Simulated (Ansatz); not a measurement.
# How many bands does the GW gap of Ge5H (hydrogen-terminated (111) film, 10 layers) need?

Aim: see how the G0W0 gap of Ge5H (hydrogen-terminated (111) film, 10 layers) on PBEsol moves with empty bands and screening cutoff, and what each rung costs.

Program: Ansatz 0.2.0. Level of theory: G0W0 on PBEsol, plane waves, PAW; PAW set soft_1. Results are calculated unless marked as measured.

## (1) Set-up

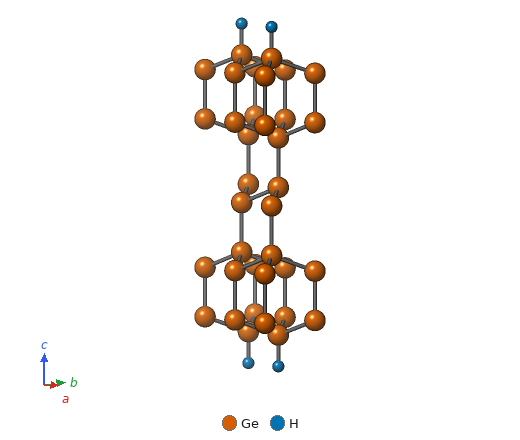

The cell as given, from the side, with the c axis up (germanium orange, hydrogen blue). 2×1×1 cells are drawn. Some periodic images of atoms are drawn too.

The cell holds 12 atoms: 10 Ge and 2 H. Cell: a = 4.001 Å, b = 4.001 Å, c = 57.000 Å, α = 90.0°, β = 90.0°, γ = 120.0°. It derives from Ge. Vacuum lies along c.

The structure was relaxed with PBEsol (ions only). The runs that relaxed it are not among those shown. The Coulomb interaction is cut off across the vacuum.

## (2) 471 empty bands, screening to 41 eV

G0W0 replaces the xc potential by the self-energy, built once from these orbitals. Only a window of levels is corrected, while the sums run over the empty bands that the input names. This step takes PAW set soft_1 files.

Contents of input.yaml:

```yaml
crystal:
  lattice:
    - [4.000810168, 0.0, 0.0]
    - [-2.000405084, 3.4648032412, 0.0]
    - [0.0, 0.0, 57.0]
  atoms:
    - { symbol: Ge, position: [0.3333333333, 0.6666666667, 0.3788484004] }
    - { symbol: Ge, position: [0.0, 0.0, 0.3925667021] }
    - { symbol: Ge, position: [0.0, 0.0, 0.4354536141] }
    - { symbol: Ge, position: [0.6666666667, 0.3333333333, 0.4498048235] }
    - { symbol: Ge, position: [0.6666666667, 0.3333333333, 0.4928244269] }
    - { symbol: Ge, position: [0.3333333333, 0.6666666667, 0.5071755731] }
    - { symbol: Ge, position: [0.3333333333, 0.6666666667, 0.5501951765] }
    - { symbol: Ge, position: [0.0, 0.0, 0.5645463859] }
    - { symbol: Ge, position: [0.0, 0.0, 0.6074332979] }
    - { symbol: Ge, position: [0.6666666667, 0.3333333333, 0.6211515996] }
    - { symbol: H, position: [0.3333333333, 0.6666666667, 0.3516051831] }
    - { symbol: H, position: [0.6666666667, 0.3333333333, 0.6483948169] }
  periodic: [true, true, false]
kpoints:
  mp_grid: { grid: [6, 6, 1] }
hamiltonian:
  xc: pbesol
  pseudopotentials: { kind: paw, azcp: { folder: soft_1 }, xc_functional: pbe }
scf:
  occupations: { method: fixed }
gw:
  n_empty_bands: 471
  ecut_chi: 41
  qp_bands: [v4, c4]
  qp_kpoints: band_edges
  screening: { model: contour_deformation }
```

Started as:

```bash
> ansatz run input.yaml --threads 3 --pin off --max-ram 92160MiB --backend cuda --events-out ev --progress --plain --runs-dir out --devices 1 --max-vram 13GiB
```

Numbers of over 12 decimals in the logs are rounded to 6 here.

Output:

```text
GPUs: using 1 of 1 available (devices: 1).
Engine: ansatz 0.2.0, x86_64-unknown-linux-gnu
Pseudopotentials: kind: paw
Pseudopotential: Ge, paw, valence charge 14, recommended cutoff 420 eV (normal), soft_1/Ge.paw.azcp
Pseudopotential: H, paw, valence charge 1, recommended cutoff 420 eV (normal), soft_1/H.paw.azcp
Functional definition: PBEsol
  exchange = pbesol_x
  correlation = pbesol_c
device memory: the entry about to start is reckoned to put 5.8 GiB on a device that reports 57.0 GiB free (of which the cap on the GPU budget leaves the run 13.0 GiB)
GPU FFT provider: cuFFT
GPU libraries: cuBLAS 13.8.2, cuFFT 12.4.0, cuSOLVER 12.3.4
Crystal: 12 atoms, lattice volume = 790.135 Å³
Basis set: ecut = 420 eV, 15563 PW (Γ)
Bands: 86, of which v1, the nominal top of the filled ones, is band 71 counted from 1 (70 counted from 0)
Symmetry: 12 space group operations
Space group: P-3m1 (ITA 164), of the structure as read, at distance tolerance 9.2e-5 Å
k-points: 7 of 36
Non-local potential: Ge, projectors of the file, l = 0: 2, l = 1: 2, l = 2: 3, l = 3: 1
Non-local potential: H, projectors of the file, l = 0: 2, l = 1: 1
PAW form: soft (Blöchl's): semilocal exchange-correlation on the pseudo side does not see the compensation charge
PAW frozen core: Ge, regenerated for the run's functional, and the local potential with it (the file was generated under x = pbe(κ = 0.804, μ = 0.219515), c = pbe(β = 0.066725))
PAW one-centre angular grid: Ge, 590 points (default); XC on 64 Gauss nodes
PAW one-centre angular grid: H, 110 points (default); XC on 64 Gauss nodes
Initial density: superposition of atomic densities (neutral atoms: chi_scale 0, normalization atom)
Initial wavefunctions: pseudopotential atomic-orbital guess
GPU buffer pool allocated for 279936 grid points (all kernels)
GPU transforms: local potential and band sums: pruned to the plane-wave sphere, on 27×27×384
Functional: x = pbesol(κ = 0.804, μ = 0.123457), c = pbesol(β = 0.046)
iter 1 solved again at ethr=2.51e-3 eV; its pass at ethr=3.10e-3 eV (dr2=3.57e0 eV) is discarded
SCF iter   1: F=—  HF=-42566.441272 eV  |F-HF|=—  |Δ(HF+E_count)|=         —  Δρ=2.33e-2  dr2=3.54e0  ethr=2.51e-3  ⟨swp⟩=1.1  Hψ=2750  notcnv=0  defer=72
preconditioner: auto → Resta (q_TF=auto, 2.050 Å⁻¹)  ε∞=1.5  [insulator: Δε(μ)=0.388 eV  Ē_g=22.278 eV  n_scr=138 (ndim 8)  ℏωp=15.7 eV  f_vac=0.675  ε∞_Penn≈1.5  vacuum switching on, ρ_ref=3.6e-2 e/Å³]
SCF iter   2: F=—  HF=-42565.790466 eV  |F-HF|=—  |Δ(HF+E_count)|=   6.51e-1  Δρ=1.11e-2  dr2=7.89e-1  ethr=2.49e-3  ⟨swp⟩=2.0  Hψ=685  notcnv=0  defer=88
SCF iter   3: F=—  HF=-42565.803104 eV  |F-HF|=—  |Δ(HF+E_count)|=   1.26e-2  Δρ=3.24e-3  dr2=1.84e0  ethr=5.56e-4  ⟨swp⟩=4.0  Hψ=897  notcnv=0  defer=90
SCF iter   4: F=—  HF=-42565.643044 eV  |F-HF|=—  |Δ(HF+E_count)|=   1.60e-1  Δρ=1.40e-3  dr2=4.32e-2  ethr=5.56e-4  ⟨swp⟩=3.9  Hψ=775  notcnv=0  defer=90
SCF iter   5: F=—  HF=-42565.638869 eV  |F-HF|=—  |Δ(HF+E_count)|=   4.18e-3  Δρ=6.89e-4  dr2=3.51e-3  ethr=3.04e-5  ⟨swp⟩=3.6  Hψ=849  notcnv=0  defer=91
SCF iter   6: F=—  HF=-42565.639000 eV  |F-HF|=—  |Δ(HF+E_count)|=   1.31e-4  Δρ=2.67e-4  dr2=3.02e-4  ethr=2.47e-6  ⟨swp⟩=3.0  Hψ=759  notcnv=0  defer=91
SCF iter   7: F=—  HF=-42565.639089 eV  |F-HF|=—  |Δ(HF+E_count)|=   8.97e-5  Δρ=4.02e-5  dr2=3.37e-5  ethr=2.13e-7  ⟨swp⟩=3.0  Hψ=1065  notcnv=0  defer=91
SCF iter   8: F=—  HF=-42565.639091 eV  |F-HF|=—  |Δ(HF+E_count)|=   1.77e-6  Δρ=1.56e-5  dr2=2.18e-6  ethr=2.38e-8  ⟨swp⟩=2.1  Hψ=818  notcnv=0  defer=86
SCF iter   9: F=—  HF=-42565.639092 eV  |F-HF|=—  |Δ(HF+E_count)|=   1.06e-6  Δρ=3.60e-6  dr2=2.66e-7  ethr=1.53e-9  ⟨swp⟩=3.6  Hψ=1173  notcnv=0  defer=86
SCF iter  10: F=-42565.639092 eV  HF=-42565.639092 eV  |F-HF|=3.49e-8  |Δ(HF+E_count)|=  4.44e-10  Δρ=9.12e-7  dr2=3.94e-8  ethr=7.04e-11  ⟨swp⟩=18.6  Hψ=2958  notcnv=0
SCF 1 converged in 10 iterations: F = -42565.639092 eV  dr2 = 3.94e-8
  greatest PAW one-centre occupation: 0.998 electrons in one spin orbital (limit 2), on the Ge atom at site 9 (counted from 0), in its partial waves of l = 2
device memory: the entry about to start is reckoned to put 6.7 GiB (of the 6.9 GiB reckoned in all, the device holds 0.2 GiB already) on a device that reports 68.2 GiB free (of which the cap on the GPU budget leaves the run 12.8 GiB)
NSCF: frozen V_eff on 7 k-points
the band table was solved once the SCF had ended and its energy, with any forces and stress, was formed, with the checks that follow a solve (3023 applications of the Hamiltonian). They found nothing against the state; the energy, forces and stress were not computed again (output.eigenvalues in the input reference)
device memory: the entry about to start is reckoned to put 8.3 GiB on a device that reports 68.9 GiB free (of which the cap on the GPU budget leaves the run 13.0 GiB)
NSCF: frozen V_eff on 7 k-points
G₀W₀ screening: q 1/7
[... further progress lines ...]
SCF converged after 10 iterations
Free energy (F): -42565.639092 eV
Harris-Foulkes:  -42565.639092 eV  (|F-HF|=3.49e-8)
Internal energy: -42565.639092 eV  (E = F + TS)
E sigma→0 (E₀):  -42565.639092 eV
Fermi energy:    -4.278289 eV
--- Per-component energies (eV) ---
  E_band       = -3295.214365
  E_kinetic    = 954.502891
  E_local      = -1181370.973053  (includes V_loc(G=0)·N_el)
  E_nonlocal   = 2198.793748
  E_hartree    = 589260.454945
  E_xc         = -726.896016
  E_vxc        = -672.474160  (∫ρ·V_xc dr)
  E_paw        = -19729.349211  (= ΣΔE_a)
  E_vpaw       = -2925.850959  (= ΣTr[D̂ρ^β])
  E_aug_tail   = -0.001603  (compensation charges beyond the density's cutoff)
  E_ewald      = 566838.649831
  E_core_change = 9.179378  (= ΣΔE_core)
  E_smearing   = -0.000000  (= −TS)
  E_closure    = -0.000000  (closes the sum)
  Σ components = -42565.639092   (vs F -42565.639092, Δ=0.00e0)
--- Band table (eV; the first three rows and the last of 7) ---
  k-point 0: bands = [... 67 lower, -4.6076, -4.6076, -4.2783, -4.2783, -3.9787, -3.8180, -3.7065, -3.5114, ... 11 higher]
  k-point 1: bands = [... 67 lower, -5.5069, -5.1291, -5.0786, -4.7208, -2.8419, -2.5534, -2.5201, -2.4290, ... 11 higher]
  k-point 2: bands = [... 67 lower, -6.2426, -5.7924, -5.7643, -5.4199, -3.3672, -3.3249, -3.0369, -2.6929, ... 11 higher]
  k-point 6: bands = [... 67 lower, -6.9323, -6.7138, -6.7138, -6.6278, -2.3630, -2.3630, -2.3166, -1.3492, ... 11 higher]
  ° read free of the cell's end (the report's vacuum.weakly_bound_levels)
--- G₀W₀: contour deformation, 7 samples at zero and on the imaginary axis and 2 off it, 36 q-points, 471 empty bands' worth ---
  eigenvalues of the whole cell's RPA ε∞ on this k-mesh (on a slab, of 1 + 4πα/V) = 1.2802, 16.9385, 16.9385; static W/v taken at q = 0 is 0.183615
  gw.qp_kpoints: band_edges: 5 of 7 stored k-points solved, in 1 pass; an edge of the gap read off the rows below is read off those points alone
    valence top: of the k-points left out ik 4 came nearest to being solved in a further pass, in band 71 (counted from 1, as in the quasiparticle table): it holds the edge there only if its correction is more favourable than any solved in that band by at least 0.963 eV; those differ by 0.170 eV
    conduction bottom: of the k-points left out ik 5 came nearest to being solved in a further pass, in band 72 (counted from 1, as in the quasiparticle table): it holds the edge there only if its correction is more favourable than any solved in that band by at least 0.993 eV; those differ by 0.222 eV
  `?` marks the rows in doubt; gw_qp.tsv's column doubts and the gw_qp event give each row's grounds
    ik  band        ε_KS         Σx   Σc(E_QP)       V_xc       Z   E_QP_lin       E_QP  E_QP is
     0    68     -4.6076   -15.2260     1.1632   -14.1585  0.7090    -4.5129    -4.5119  root
     0    69     -4.6076   -15.2260     1.1632   -14.1585  0.7090    -4.5129    -4.5119  root
     0    70     -4.2783   -15.2938     1.0458   -14.3846  0.7220    -4.1431    -4.1417  root
     0    71     -4.2783   -15.2938     1.0458   -14.3846  0.7220    -4.1431    -4.1417  root
     0    72     -3.9787   -10.2181    -3.1797   -13.9828  0.7240    -3.3419    -3.3936  root ?
     0    73     -3.8180   -10.1818    -3.2026   -13.9659  0.7178    -3.1704    -3.2366  root ?
     0    74     -3.7065   -11.8675    -2.8459   -15.6520  0.7207    -2.8655    -2.7680  root
     0    75     -3.5114   -10.5517    -3.2261   -14.3878  0.7069    -2.8348    -2.9015  root ?
     1    68     -5.5069   -15.0478     1.4750   -13.5955  0.6948    -5.4836    -5.4842  root
     1    69     -5.1291   -14.7714     1.1953   -13.6777  0.7178    -5.0283    -5.0275  root
     1    70     -5.0786   -15.0986     1.3100   -13.8526  0.7039    -5.0153    -5.0145  root
     1    71     -4.7208   -15.1728     1.1734   -14.1080  0.7189    -4.6132    -4.6122  root
     1    72     -2.8419   -10.1430    -3.3290   -14.0551  0.7210    -2.1796    -2.2587  root ?
     1    73     -2.5534    -8.8791    -3.5439   -12.8922  0.7143    -2.0490    -2.0843  root
     1    74     -2.5201    -8.2532    -3.5094   -12.1428  0.7170    -2.1229    -2.1398  root
     1    75     -2.4290    -8.9162    -3.5470   -12.9520  0.7062    -1.8954    -1.9403  root ?
     2    68     -6.2426   -15.0241     1.7979   -13.2016  0.6767    -6.2678    -6.2672  root
     2    69     -5.7924   -15.0651     1.6157   -13.4629  0.6960    -5.7789    -5.7789  root
     2    70     -5.7643   -14.8421     1.4657   -13.4308  0.7109    -5.7102    -5.7099  root
     2    71     -5.4199   -15.1247     1.4641   -13.7195  0.7129    -5.3613    -5.3610  root
     2    72     -3.3672    -8.5575    -3.2803   -12.2254  0.7253    -2.9586    -2.9797  root
     2    73     -3.3249    -8.9323    -3.2903   -12.6588  0.7241    -2.8584    -2.8887  root
     2    74     -3.0369    -7.7780    -3.5005   -11.6169  0.7152    -2.6864    -2.6986  root
     2    75     -2.6929    -8.2048    -3.4751   -12.0936  0.7732    -2.2352    -2.2793  root
     3    68     -6.5297   -15.0391     1.9287   -13.0701  0.6729    -6.5706    -6.5698  root
     3    69     -6.0761   -15.0776     1.7435   -13.3301  0.6931    -6.0801    -6.0801  root
     3    70     -6.0419   -14.9208     1.6217   -13.3306  0.7078    -6.0105    -6.0103  root
     3    71     -5.7015   -15.1332     1.5892   -13.5846  0.7100    -5.6610    -5.6608  root
     3    72     -3.5462    -9.8591    -3.1528   -13.5178  0.7247    -2.9921    -3.0402  root ?
     3    73     -3.4087    -7.6038    -3.4611   -11.3529  0.7254    -3.1078    -3.1207  root
     3    74     -3.1996    -7.6813    -3.4653   -11.4614  0.7171    -2.8717    -2.8847  root
     3    75     -3.0204    -7.2989    -3.5170   -11.1006  0.7248    -2.7263    -2.7357  root
     6    68     -6.9323   -14.6534     1.9978   -12.5831  0.6837    -7.0051    -7.0048  root
     6    69     -6.7138   -14.7530     1.8977   -12.8325  0.6993    -6.7368    -6.7366  root
     6    70     -6.7138   -14.7530     1.8977   -12.8325  0.6993    -6.7368    -6.7366  root
     6    71     -6.6278   -14.8269     1.9010   -12.8921  0.6974    -6.6618    -6.6616  root
     6    72     -2.3630    -7.7240    -3.6595   -11.7467  0.7229    -1.9825    -1.9999  root
     6    73     -2.3630    -7.7240    -3.6595   -11.7467  0.7229    -1.9825    -1.9999  root
     6    74     -2.3166    -7.7534    -3.6768   -11.8132  0.7215    -1.9141    -1.9337  root
     6    75     -1.3492    -8.0443    -3.9890   -12.5455  0.7020    -0.7916    -0.8370  root ?
```

It took 38 s on 1 × NVIDIA H100 80GB HBM3 (shared by 6 runs) with 3 threads of AMD EPYC 7R13 (Zen 3), shared host; peak memory 2.6 GiB; 46 s of CPU time.

Reading the cycles: dr2 is the Hartree energy of the density residual (eV), the measure of convergence; HF is the Harris–Foulkes estimate of the energy, which meets the free energy F at convergence.

This step gave:

- bands summed: 542
- plane waves in the screening matrix: 455
- q-points in the mesh: 36
- G0W0 gap on the mesh: 0.7480 eV
- k of the valence top: 0, 0, 0
- k of the conduction bottom: 0, 0, 0
- starting gap on the mesh: 0.2996 eV
- Z at the valence top: 0.7220
- Z at the conduction bottom: 0.7240
- least direct G0W0 gap on the computed points: 0.7480 eV

The gap on the mesh goes from 0.30 eV to 0.75 eV, a correction of +0.45 eV. The program marks an edge row as in doubt. Between the two edge states, bare exchange in place of the xc potential would open the gap by 4.67 eV, and correlation takes back 4.23 eV.

## (3) 1165 empty bands, screening to 75 eV

Bands and screening cutoff are moved together, since each hides the error of the other.

input.yaml: that of step 2 with these lines changed.

```diff
@@ -26,5 +26,6 @@
   occupations: { method: fixed }
+  convergence: { dr2_threshold: 1.0e-10 }
 gw:
-  n_empty_bands: 471
-  ecut_chi: 41
+  n_empty_bands: 1165
+  ecut_chi: 75.0
   qp_bands: [v4, c4]
```

Output:

```text
GPUs: using 1 of 1 available (devices: 1).
[...]
GPU FFT provider: cuFFT
GPU libraries: cuBLAS 13.8.2, cuFFT 12.4.0, cuSOLVER 12.3.4
Crystal: 12 atoms, lattice volume = 790.135 Å³
Basis set: ecut = 420 eV, 15563 PW (Γ)
Bands: 86, of which v1, the nominal top of the filled ones, is band 71 counted from 1 (70 counted from 0)
Symmetry: 12 space group operations
[...]
k-points: 7 of 36
[...]
GPU buffer pool allocated for 279936 grid points (all kernels)
[...]
SCF iter  12: F=-42565.639092 eV  HF=-42565.639092 eV  |F-HF|=1.07e-9  |Δ(HF+E_count)|=  7.49e-10  Δρ=9.24e-8  dr2=9.69e-11  ethr=1.00e-12  ⟨swp⟩=17.7  Hψ=4057  notcnv=0
SCF 1 converged in 12 iterations: F = -42565.639092 eV  dr2 = 9.69e-11
[...]
NSCF: frozen V_eff on 7 k-points
[...]
WARN: eigensolver did not converge (k=3): 2 band(s) unlocked after 6 eigensolves, warm-restarted (20 sweeps on the last) at ethr=2.08e-11 eV (storage-precision floor; scheduled 1.00e-12 eV) (lowest unlocked band 1238, counted from 0; max residual 2.13e-3 eV among the unlocked bands, 2.13e-3 eV over every band; other slots of this pass that fall short are told together in one closing line; warning suppressed until the next SCF loop or pass starts)
G₀W₀ screening: q 1/7
[... further progress lines ...]
SCF converged after 12 iterations
Free energy (F): -42565.639092 eV
[...]
Internal energy: -42565.639092 eV  (E = F + TS)
E sigma→0 (E₀):  -42565.639092 eV
Fermi energy:    -4.278173 eV
[...]
--- Band table (eV; the first three rows and the last of 7) ---
[...]
0    69     -4.6075   -15.2260     0.8447   -14.1585  0.7047    -4.8377    -4.8304  root
     0    70     -4.2782   -15.2938     0.7095   -14.3846  0.7173    -4.4819    -4.4778  root
     0    71     -4.2782   -15.2938     0.7095   -14.3846  0.7173    -4.4819    -4.4778  root
     0    72     -3.9786   -10.2181    -3.4105   -13.9829  0.7214    -3.6084    -3.6243  root
     0    73     -3.8180   -10.1818    -3.4230   -13.9659  0.7151    -3.4364    -3.4569  root
     0    74     -3.7065   -11.8672    -3.3174   -15.6517  0.7171    -3.2048    -3.2393  root
     0    75     -3.5113   -10.5520    -3.4503   -14.3881  0.7054    -3.1185    -3.1255  root
[...]
2    68     -6.2425   -15.0241     1.5104   -13.2016  0.6782    -6.5494    -6.5546  root ?
[...]
3    68     -6.5296   -15.0390     1.6430   -13.0701  0.6719    -6.8457    -6.8555  root *
     3    69     -6.0761   -15.0776     1.4671   -13.3301  0.6910    -6.3710    -6.3565  root *
     3    70     -6.0418   -14.9208     1.3384   -13.3306  0.7043    -6.3014    -6.2936  root *
     3    71     -5.7014   -15.1332     1.2901   -13.5846  0.7067    -5.9686    -5.9598  root *
     3    72     -3.5461    -9.8591    -3.3722   -13.5178  0.7217    -3.2476    -3.2596  root *
     3    73     -3.4086    -7.6037    -3.6142   -11.3529  0.7239    -3.2720    -3.2737  root *
     3    74     -3.1995    -7.6813    -3.6240   -11.4614  0.7157    -3.0406    -3.0434  root *
     3    75     -3.0203    -7.2989    -3.6680   -11.1006  0.7234    -2.8854    -2.8866  root *
[...]
6    72     -2.3629    -7.7240    -3.8358   -11.7466  0.7210    -2.1723    -2.1762  root
     6    73     -2.3629    -7.7240    -3.8358   -11.7466  0.7210    -2.1723    -2.1762  root
     6    74     -2.3165    -7.7535    -3.8549   -11.8132  0.7205    -2.1069    -2.1116  root
     6    75     -1.3491    -8.0443    -4.1810   -12.5455  0.7016    -1.0178    -1.0288  root
```

Elapsed: 3 min, on 1 × NVIDIA H100 80GB HBM3 (shared by 6 runs) with 3 threads; peak memory 5.6 GiB.

This step gave:

```
bands summed                                 : 1236
plane waves in the screening matrix          : 1143
q-points in the mesh                         : 36
G0W0 gap on the mesh                         : 0.8535 eV
k of the valence top                         : 0, 0, 0
k of the conduction bottom                   : 0, 0, 0
starting gap on the mesh                     : 0.2996 eV
Z at the valence top                         : 0.7173
Z at the conduction bottom                   : 0.7214
least direct G0W0 gap on the computed points : 0.8535 eV
```

Against the run with 6×6×1 mesh, 471 empty bands, screening to 41 eV, PAW set soft_1 files, the gap moves by +0.11 eV.

## (4) The runs together

Times are wall times on 1 × NVIDIA H100 80GB HBM3 (shared by 6 runs) with 3 threads of AMD EPYC 7R13 (Zen 3), shared host, good to a factor of about two.

```csv
mesh,files,frequency,bands summed,cutoff (eV),start (eV),G0W0 (eV),time,host memory (GiB)
6×6×1,PAW set soft_1,contour deformation,542,41,0.300,0.748,38 s,2.6
6×6×1,PAW set soft_1,contour deformation,1236,75,0.300,0.853,3 min,5.6
```

The parts of the quasiparticle energy at the two band edges (eV; QP = start + Σx + Σc − Vxc):

```csv
run,edge,start,Σx,Σc,Vxc,Z,QP
542 bands,valence top,-4.28,-15.29,1.05,-14.38,0.72,-4.14
542 bands,conduction bottom,-3.98,-10.22,-3.18,-13.98,0.72,-3.39
1236 bands,valence top,-4.28,-15.29,0.71,-14.38,0.72,-4.48
1236 bands,conduction bottom,-3.98,-10.22,-3.41,-13.98,0.72,-3.62
```

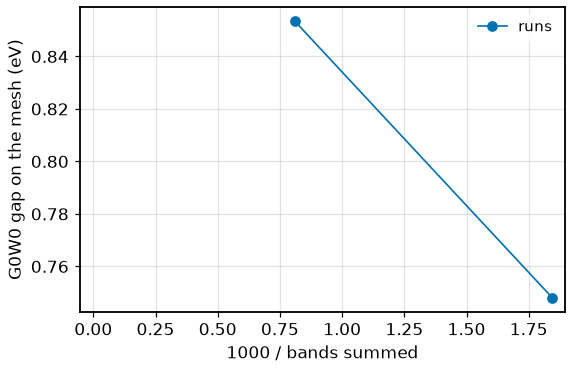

The gap against one over the number of bands.

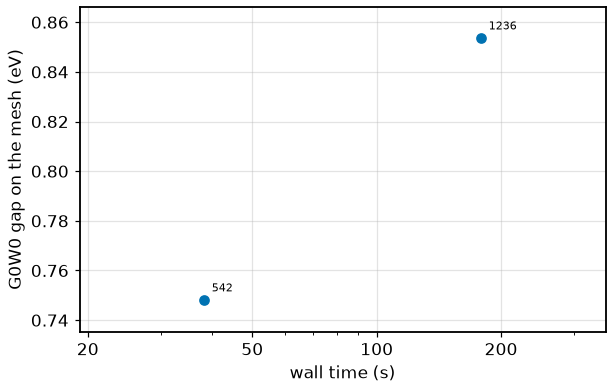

Result against wall time.

## (5) Summary of results

```json
{
 "542 bands, 41 eV": "0.748 eV",
 "1236 bands, 75 eV": "0.853 eV",
 "mesh and start": "6×6×1, PBEsol"
}
```

What this shows: From 542 to 1236 bands the gap moves by +0.11 eV while the time grows 4.7-fold. Σc changes by −0.34 eV at the valence top and −0.23 eV at the conduction bottom, so the levels themselves move more than the gap between them. In a film the band edges may be surface states, so its gap need not approach the bulk's. At these cutoffs the gaps of films stand short of the band limit, often by tenths of an eV, while the trend with thickness is less touched. The mesh in the plane is coarse for a sheet; gap and any exciton binding can still move on denser ones. The many-body steps are scalar-relativistic: spin-orbit coupling is not in them.

[Paths, hosts, dates, memory and timing lines, banners, echoed tables and standing remarks are left out of the program output.]

[Logs are printed without paths, hosts, clocks, repeated set-up lines and the standing remarks that a program may print on its own settings, such as how far it seeks lower states.]

[Runs of the session that timed out or met a known fault of the program may be left out.]

[Cells called generated may have been cut or substituted from an entry of the Crystallography Open Database or the Materials Project.]

[Hosts, paths, dates, database ids (printed as entryN), source tags and the programs' standing remarks are cut or masked in the printed files.]
